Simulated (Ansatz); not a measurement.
Rhombohedral A7 Bi was calculated with LDA in Ansatz (plane waves, PAW).

Numerical settings: plane-wave cutoff 520 eV, 16×16×16 k mesh, Fermi–Dirac smearing 0.05 eV, scalar-relativistic PAW data made under PBE.

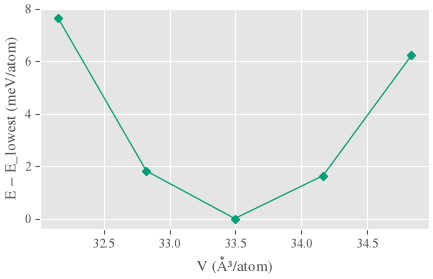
Figure: Total energy against volume

Task: From the curve, estimate the equilibrium volume and the bulk modulus.

Result: V0 ≈ 33.5 Å³/atom and B0 ≈ 41 GPa; the fit gives V0 = 33.494 Å³/atom, B0 = 41.1 GPa, B′ = 6.7.

Shape and atoms are relaxed at each volume.

Measured, for comparison: bulk modulus 32.1 GPa, equilibrium volume per atom 35.13 Å³/atom (copied from a table, unchecked, extrapolated to 0 K and zero-point effects removed; as tabulated in Lejaeghere et al. (2013), arXiv:1204.2733). Computed less measured: bulk modulus not scored (unchecked), equilibrium volume per atom not scored (unchecked).

Spin–orbit coupling is not included; it can shift volumes and moduli of such heavy elements.

Static lattice: no zero-point or thermal effects.

Cost on a shared machine: around 17 core-minutes (rough).

Ansatz is a first-principles code.
